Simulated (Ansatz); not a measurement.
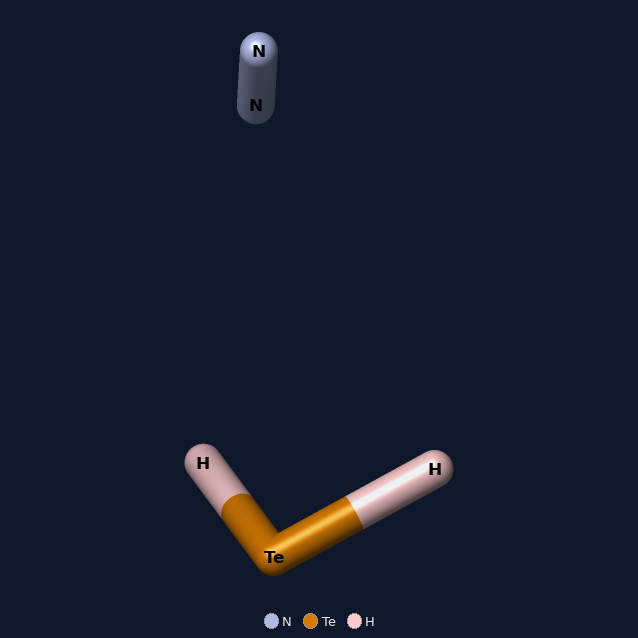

The geometry was computed by an optimisation with PBE0-D4/def2-TZVP. No frequency run is at hand to confirm it as a minimum. Method: RKS PBE0-D4/def2-TZVPPD, core potentials on Te (Ansatz 0.2.0).

Estimate the HOMO energy (Kohn–Sham orbital).

Answer. −6.60 eV.

Give the LUMO energy (Kohn–Sham orbital) at this level.

Answer. −0.79 eV.
